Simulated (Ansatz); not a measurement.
**InHCl2 (SMILES [Cl][InH][Cl]): energies and forces away from the minimum**

How good are functionals off equilibrium? 4 randomly displaced structures are computed with CCSD(T) and cheaper methods.

Computed with Ansatz 0.2.0, Gaussian basis. Level: single points with forces in def2-TZVPP.

Levels: PBE-D4, r2SCAN-D4, PBE0-D4, wB97M-V, Hartree-Fock, MP2, CCSD, CCSD(T). Each coordinate is moved by a Gaussian draw of the width named (0.7 of it for atoms other than hydrogen): 0.02, 0.12, 0.12, 0.12 Å.

Cores are frozen in the correlated methods. Filled d shells of the heavier atoms are correlated. Core potentials replace the inner electrons past krypton, and spin-orbit coupling is left out.

### 1 The system as given

The minimum, relaxed at PBE0-D4: 4 atoms, charge 0, spin multiplicity 1.

Atoms are counted from 1 here; the program's logs count them from 0.

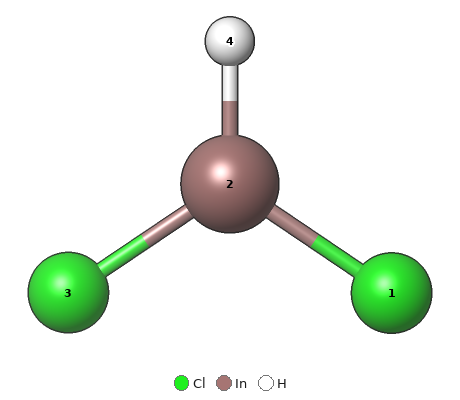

As it starts; chlorine green, indium brown, hydrogen white; atoms are numbered from 1 in the order of the file.

Geometry (Å):

```mol
Cl2HIn
  3D, bonds by distance, orders not assigned

  4  3  0  0  0  0  0  0  0  0999 V2000
   -1.8073    0.7088   -0.9926 Cl  0  0
    0.1497    0.1322    0.0956 In  0  0
    0.5380   -2.1460    0.0198 Cl  0  0
    1.1752    1.2446    0.8569 H   0  0
  1  2  8  0
  2  3  8  0
  2  4  8  0
M  END
```

Energies of the minimum (eV), from earlier single points: PBE-D4 -30228.71387, r2SCAN-D4 -30239.23477, PBE0-D4 -30230.73993, B3LYP-D4 -30241.69853, wB97M-V -30236.23184, CCSD(T) -30194.66604.

### 2 Structure 1, width 0.02 Å

ccsdt-tzvpp/in.yaml reads:

```yaml
crystal:
  periodic: [false, false, false]
  atoms:
    - {symbol: Cl, position_ang: [-1.803338, 0.731123, -0.991065]}
    - {symbol: In, position_ang: [0.153417, 0.157479, 0.097954]}
    - {symbol: Cl, position_ang: [0.544071, -2.136522, 0.017358]}
    - {symbol: H, position_ang: [1.182594, 1.269596, 0.876436]}
basis:
  gaussian: {orbitals: def2-TZVPP}
correlation: {method: ccsd_t}
output: {forces: true}
```

The command line of these runs was not kept.

The log of the run, shortened:

```text
Functional definition: HF
  name "HF"
  cite "Fock, Z. Phys. 61, 126 (1930) doi:10.1007/BF01340294"
  parent pbe
[...]
1055 factors; integrals over basis functions are off by at most 8.7e-4 eV
[...]
mean field -30175.37227832 eV, -1108.9244776262 hartree, gradient 9.9e-7 eV, S^2 0.000000; 0 other end points of the search recorded, 0 dependent functions left out
14 core orbitals not correlated: weight in the atoms' cores, before any rotation towards them, 1.000 or more for the frozen orbitals, at most 0.000 for the correlated occupied ones
reference -30175.37227832 eV, -1108.9244776262 hartree; 14, 14 occupied and 120, 120 virtual orbitals, 1055 factors
second order -17.78369603 eV of doubles, -0.00000000 eV of singles
cycle   1  -18.13278461 eV  change   -3.5e-1 eV  update   9.2e-2
[...]
cycle  10  -18.59769581 eV  change    9.4e-6 eV  update   6.5e-6
perturbative correction -0.69306494 eV, -0.0254696666 hartree
[...]
working
working
working
Total energy: -30194.66303907 eV, -1109.6334000080 hartree
Atom 0 at    -1.803338     0.731123    -0.991065 Å, force     0.003872     0.013379     0.000032 eV/Å
Atom 1 at     0.153417     0.157479     0.097954 Å, force     0.124255    -0.111864     0.074533 eV/Å
Atom 2 at     0.544071    -2.136522     0.017358 Å, force    -0.022039     0.219857     0.012879 eV/Å
Atom 3 at     1.182594     1.269596     0.876436 Å, force    -0.106088    -0.121372    -0.087445 eV/Å
Dipole moment:     0.312532     0.362871     0.233571 e Å
```

Wall time 4.2 min (2 threads, shared host); peak memory 1.6 GiB.

The other levels were run on the same coordinates; their logs were not kept, and their results stand in the tables.

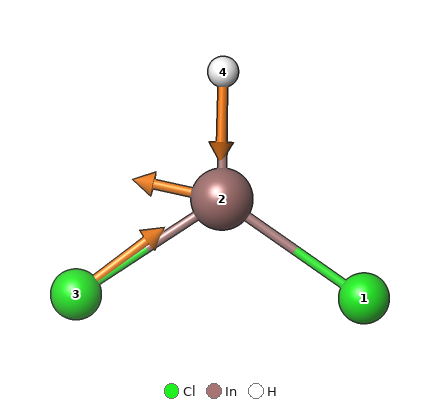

Forces at CCSD(T); the longest arrow is 0.22 eV/Å.

```csv
method,RMS force component (eV/Å),RMS error against CCSD(T) (eV/Å),angle to CCSD(T) forces (°),dipole (D)
PBE-D4,0.114,0.143,83.8,2.43
r2SCAN-D4,0.091,0.037,22.0,2.57
PBE0-D4,0.089,0.017,8.1,2.59
wB97M-V,0.116,0.027,11.4,2.60
CCSD(T),0.098,0,0,2.56
```

### 3 Structure 2, width 0.12 Å

ccsdt-tzvpp/in.yaml reads:

```yaml
crystal:
  periodic: [false, false, false]
  atoms:
    - {symbol: Cl, position_ang: [-1.837006, 0.634781, -1.047882]}
    - {symbol: In, position_ang: [0.137384, 0.163389, 0.042678]}
    - {symbol: Cl, position_ang: [0.527941, -2.175596, 0.030901]}
    - {symbol: H, position_ang: [1.183082, 1.287996, 0.785036]}
basis:
  gaussian: {orbitals: def2-TZVPP}
correlation: {method: ccsd_t}
output: {forces: true}
```

The log of the run, shortened:

```text
[... 4 set-up lines as earlier in the session ...]
[...]
1056 factors; integrals over basis functions are off by at most 9.3e-4 eV
[...]
mean field -30175.35312922 eV, -1108.9237739100 hartree, gradient 1.0e-6 eV, S^2 0.000000; 0 other end points of the search recorded, 0 dependent functions left out
14 core orbitals not correlated: weight in the atoms' cores, before any rotation towards them, 1.000 or more for the frozen orbitals, at most 0.000 for the correlated occupied ones
reference -30175.35312922 eV, -1108.9237739100 hartree; 14, 14 occupied and 120, 120 virtual orbitals, 1056 factors
second order -17.77241980 eV of doubles, -0.00000000 eV of singles
cycle   1  -18.12473504 eV  change   -3.5e-1 eV  update   9.2e-2
[...]
cycle  10  -18.59136790 eV  change    9.3e-6 eV  update   6.8e-6
perturbative correction -0.69460972 eV, -0.0255264364 hartree
[...]
working
working
working
Total energy: -30194.63910684 eV, -1109.6325205151 hartree
Atom 0 at    -1.837006     0.634781    -1.047882 Å, force    -0.047810     0.063026    -0.029590 eV/Å
Atom 1 at     0.137384     0.163389     0.042678 Å, force     0.262149    -0.641820     0.118706 eV/Å
Atom 2 at     0.527941    -2.175596     0.030901 Å, force    -0.076814     0.730136     0.021802 eV/Å
Atom 3 at     1.183082     1.287996     0.785036 Å, force    -0.137526    -0.151342    -0.110917 eV/Å
Dipole moment:     0.301756     0.446012     0.214068 e Å
```

It took 4.1 min on 2 threads, shared host; peak memory 1.6 GiB.

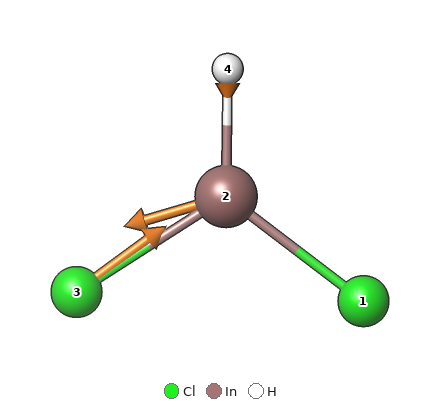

Forces at CCSD(T); the longest arrow is 0.73 eV/Å.

```csv
method,RMS force component (eV/Å),RMS error against CCSD(T) (eV/Å),angle to CCSD(T) forces (°),dipole (D)
PBE-D4,0.237,0.151,29.4,2.63
r2SCAN-D4,0.270,0.046,6.4,2.79
PBE0-D4,0.285,0.022,2.7,2.82
wB97M-V,0.300,0.031,5.8,2.83
CCSD(T),0.302,0,0,2.78
```

### 4 Structure 3, width 0.12 Å

ccsdt-tzvpp/in.yaml reads:

```yaml
crystal:
  periodic: [false, false, false]
  atoms:
    - {symbol: Cl, position_ang: [-1.934679, 0.799591, -0.852436]}
    - {symbol: In, position_ang: [0.187476, 0.122053, 0.221549]}
    - {symbol: Cl, position_ang: [0.499490, -2.182910, -0.018177]}
    - {symbol: H, position_ang: [1.147991, 1.507669, 0.872196]}
basis:
  gaussian: {orbitals: def2-TZVPP}
correlation: {method: ccsd_t}
output: {forces: true}
```

The log of the run, shortened:

```text
[... 4 set-up lines as earlier in the session ...]
[...]
1051 factors; integrals over basis functions are off by at most 9.0e-4 eV
[...]
mean field -30175.13116092 eV, -1108.9156167253 hartree, gradient 1.0e-6 eV, S^2 0.000000; 0 other end points of the search recorded, 0 dependent functions left out
14 core orbitals not correlated: weight in the atoms' cores, before any rotation towards them, 1.000 or more for the frozen orbitals, at most 0.000 for the correlated occupied ones
reference -30175.13116092 eV, -1108.9156167253 hartree; 14, 14 occupied and 120, 120 virtual orbitals, 1051 factors
second order -17.70324629 eV of doubles, -0.00000000 eV of singles
cycle   1  -18.07752288 eV  change   -3.7e-1 eV  update   9.6e-2
[...]
cycle  11  -18.56108871 eV  change    1.1e-6 eV  update   4.3e-6
perturbative correction -0.70516825 eV, -0.0259144553 hartree
[...]
working
working
working
Total energy: -30194.39741788 eV, -1109.6236386096 hartree
Atom 0 at    -1.934679     0.799591    -0.852436 Å, force     1.338170    -0.453469     0.710576 eV/Å
Atom 1 at     0.187476     0.122053     0.221549 Å, force    -0.758389     0.965746    -0.486973 eV/Å
Atom 2 at     0.499490    -2.182910    -0.018177 Å, force     0.004718     0.592724     0.147851 eV/Å
Atom 3 at     1.147991     1.507669     0.872196 Å, force    -0.584498    -1.105001    -0.371454 eV/Å
Dipole moment:     0.525284     0.210526     0.359936 e Å
```

Run time: 4.2 min. Hardware: 2 threads, shared host; peak memory 1.6 GiB.

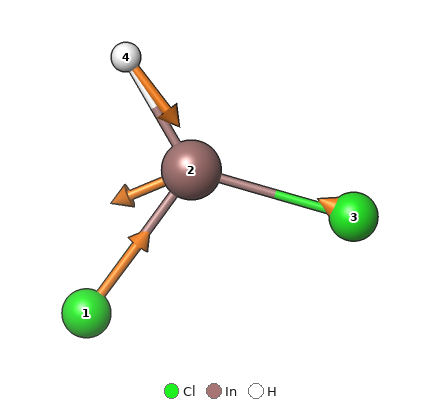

Forces at CCSD(T); the longest arrow is 1.58 eV/Å.

```csv
method,RMS force component (eV/Å),RMS error against CCSD(T) (eV/Å),angle to CCSD(T) forces (°),dipole (D)
PBE-D4,0.580,0.179,9.2,3.03
r2SCAN-D4,0.674,0.066,3.4,3.21
PBE0-D4,0.689,0.039,1.1,3.25
wB97M-V,0.737,0.044,3.4,3.27
CCSD(T),0.726,0,0,3.22
```

### 5 Structure 4, width 0.12 Å

ccsdt-tzvpp/in.yaml reads:

```yaml
crystal:
  periodic: [false, false, false]
  atoms:
    - {symbol: Cl, position_ang: [-1.789044, 0.558507, -0.903871]}
    - {symbol: In, position_ang: [0.084131, 0.078626, 0.164009]}
    - {symbol: Cl, position_ang: [0.597104, -2.093800, 0.148976]}
    - {symbol: H, position_ang: [1.402814, 1.094579, 0.788942]}
basis:
  gaussian: {orbitals: def2-TZVPP}
correlation: {method: ccsd_t}
output: {forces: true}
```

The log of the run, shortened:

```text
[... 4 set-up lines as earlier in the session ...]
[...]
1054 factors; integrals over basis functions are off by at most 7.6e-4 eV
[...]
mean field -30175.08489935 eV, -1108.9139166438 hartree, gradient 2.8e-6 eV, S^2 0.000000; 0 other end points of the search recorded, 0 dependent functions left out
14 core orbitals not correlated: weight in the atoms' cores, before any rotation towards them, 1.000 or more for the frozen orbitals, at most 0.000 for the correlated occupied ones
reference -30175.08489935 eV, -1108.9139166438 hartree; 14, 14 occupied and 120, 120 virtual orbitals, 1054 factors
second order -17.85276632 eV of doubles, -0.00000000 eV of singles
cycle   1  -18.17957403 eV  change   -3.3e-1 eV  update   9.1e-2
[...]
cycle  10  -18.64571650 eV  change    1.1e-5 eV  update   6.7e-6
perturbative correction -0.69019102 eV, -0.0253640520 hartree
[...]
working
working
working
Total energy: -30194.42080687 eV, -1109.6244981389 hartree
Atom 0 at    -1.789044     0.558507    -0.903871 Å, force    -1.569901     0.477603    -0.774625 eV/Å
Atom 1 at     0.084131     0.078626     0.164009 Å, force     2.179400     1.519993     0.998576 eV/Å
Atom 2 at     0.597104    -2.093800     0.148976 Å, force     0.262242    -1.638445     0.034686 eV/Å
Atom 3 at     1.402814     1.094579     0.788942 Å, force    -0.871741    -0.359151    -0.258637 eV/Å
Dipole moment:     0.120289     0.349103     0.196335 e Å
```

Wall time 4.2 min (2 threads, shared host); peak memory 1.6 GiB.

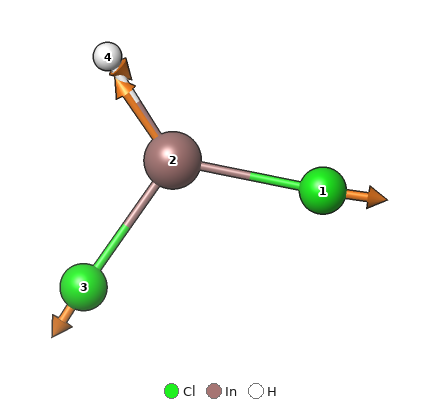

Forces at CCSD(T); the longest arrow is 2.84 eV/Å.

```csv
method,RMS force component (eV/Å),RMS error against CCSD(T) (eV/Å),angle to CCSD(T) forces (°),dipole (D)
PBE-D4,1.156,0.105,5.0,1.88
r2SCAN-D4,1.104,0.024,0.9,2.00
PBE0-D4,1.067,0.054,0.5,2.02
wB97M-V,1.105,0.039,1.8,2.01
CCSD(T),1.120,0,0,2.01
```

### 6 All structures together

Energy above the minimum (kJ/mol):

```csv
structure,width (Å),PBE-D4,r2SCAN-D4,PBE0-D4,wB97M-V,Hartree-Fock,MP2,CCSD,CCSD(T)
1,0.02,-0.4,0.2,0.2,0.4,-0.2,0.8,0.4,0.3
2,0.12,0.7,2.0,2.4,2.7,1.7,3.7,2.8,2.6
3,0.12,16.8,23.5,24.5,26.9,23.1,31.8,27.2,25.9
4,0.12,25.9,23.7,22.5,23.4,27.6,21.9,23.5,23.7
```

Miss and cost, level by level (times from a shared host):

```csv
method,mean energy error from CCSD(T) (kJ/mol),mean time a point
PBE-D4,3.5,3.1 s
r2SCAN-D4,0.8,7.1 s
PBE0-D4,0.7,5.4 s
wB97M-V,0.4,15 s
Hartree-Fock,2.0,part of the CCSD(T) run
MP2,2.3,part of the CCSD(T) run
CCSD,0.4,part of the CCSD(T) run
CCSD(T),0,4.2 min
```

The best functional, wB97M-V, misses by 0.4 kJ/mol and takes 15 s a point, against 4.2 min for CCSD(T).

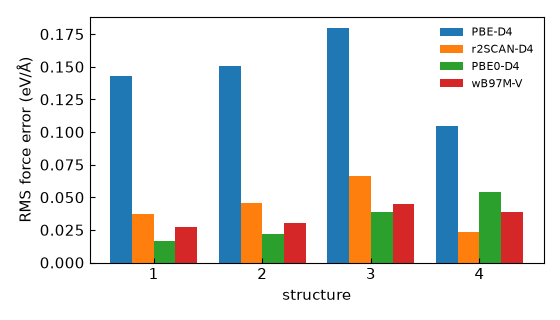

Force errors against CCSD(T).

### 7 What came out

| quantity | value |
| --- | --- |
| energy above the minimum, CCSD(T) | 0.3, 2.6, 25.9, 23.7 kJ/mol |
| mean energy error | PBE-D4 3.5, r2SCAN-D4 0.8, PBE0-D4 0.7, wB97M-V 0.4, Hartree-Fock 2.0, MP2 2.3, CCSD 0.4 kJ/mol |
| mean RMS force error | PBE-D4 0.144, r2SCAN-D4 0.043, PBE0-D4 0.033, wB97M-V 0.035 eV/Å |
| largest T1 diagnostic | 0.014 |

In energy wB97M-V is nearest to CCSD(T) and PBE-D4 farthest. For forces PBE0-D4 is best, off by 6 % of the typical force, and PBE-D4 worst (26 %).
